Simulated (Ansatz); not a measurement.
Take Rh₂O₃ in the Bi2Te3 type structure (space group R-3m, No. 166; a = 2.9744 Å, c = 20.9208 Å (hexagonal axes); a hypothetical phase, not in the database extracts checked; layered, stacked along the Cartesian z axis) as the base.

Perturbation: a free-standing slab of 3 layers (15 atoms, 5 a layer) is cut normal to the stacking axis, with 15 Å of vacuum and the in-plane cell relaxed.

Method: r2SCAN+rVV10, PAW, 500 eV (Ansatz, a first-principles code; scalar-relativistic without spin-orbit coupling).

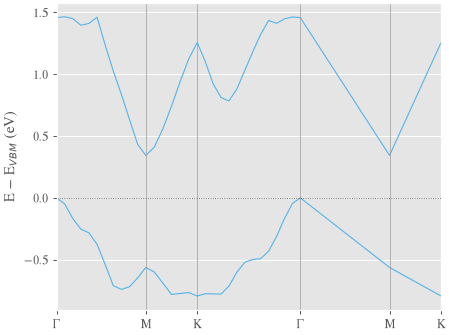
Figure: Highest valence and lowest conduction band along the path of the changed cell's own zone

### Question
Read the changed gap and its character from the plot.

### Answer
About 0.34 eV, indirect, Γ → M.

No phonon test of stability was made. k-point labels follow each cell's own Brillouin zone.
